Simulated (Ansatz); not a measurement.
System: K3Ir.

```
CELL_PARAMETERS angstrom
3.07325 0.00000 0.00000
0.00000 5.89775 0.00000
0.00000 0.00000 18.53260
ATOMIC_POSITIONS crystal
K 0.50000 0.00000 0.15166
K 0.00000 0.50000 0.65166
K 0.50000 0.50000 0.00000
K 0.00000 0.00000 0.50000
K 0.00000 0.50000 0.34834
K 0.50000 0.00000 0.84834
Ir 0.00000 0.00000 0.00000
Ir 0.50000 0.50000 0.50000
```

Space group Immm; a structure generated by program, which may or may not match a known phase; computed without spin polarisation.

All numbers below come from DFT PBE, scalar-relativistic, plane waves, PAW (Ansatz).

**What will maps of the valence pseudo-density and electron localisation function show?**

K–K (3.07 Å): ρ at the midpoint is about 0.06 e/Å³; the ELF is about 0 at the midpoint; no localised pair shows between them.
Ir–Ir (3.07 Å): the density is about 0.25 e/Å³ at the midpoint; the ELF is about 0.35 at the midpoint: no shared electron pair shows on this line.
K–Ir (3.20 Å): ρ at the midpoint is about 0.14 e/Å³, with its minimum of 0.12 e/Å³ about 1.4 Å from K; the ELF is about 0.20 at the midpoint: no localised pair shows between them.

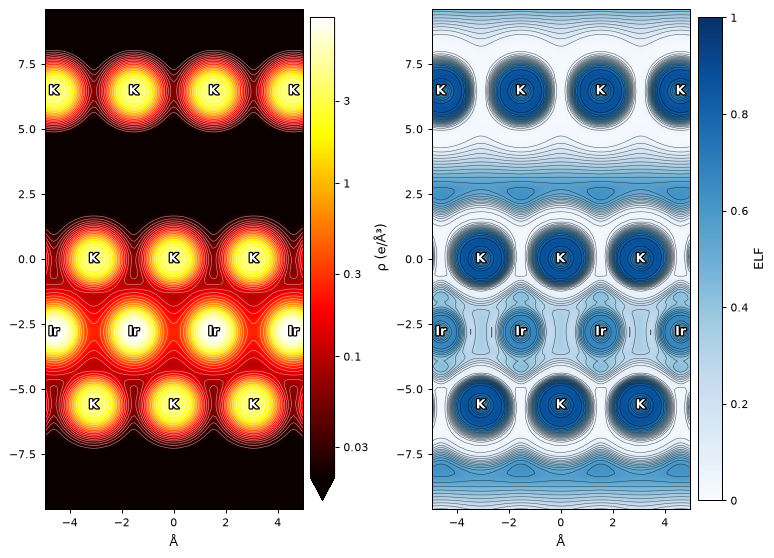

Computed valence pseudo-density and electron localisation function on the (010) plane of the conventional cell, in this order. 

In a PAW calculation such maps are meaningful between the atoms, not at the nuclei.
